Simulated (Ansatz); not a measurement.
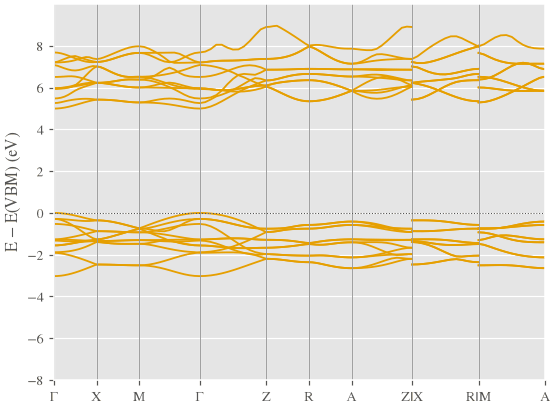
Figure. Band structure from r²SCAN in the plane-wave PAW code Ansatz

Q: Read off the gap and where the band edges lie.

A: About 5.0 eV (5.00 eV by a search for the band edges); maximum at Γ, minimum at Γ.

The material is CaBr2 (rutile, space group No. 136).

Space group P4_2/mnm (rutile). The workflow started from a Materials Project entry (that database holds measured and hypothetical structures alike); the Crystallography Open Database copy checked does not list it. COD files the formula under space group No. 58, so this cell is another polymorph or a model. Whether it is the stable phase at ambient conditions was not checked. The r²SCAN relaxation kept the symmetry of its start; its stability against distortions is not shown here. Scalar-relativistic: spin–orbit coupling is off unless named, which matters more the heavier the elements.

Potentials: the later of the program's two PAW sets.
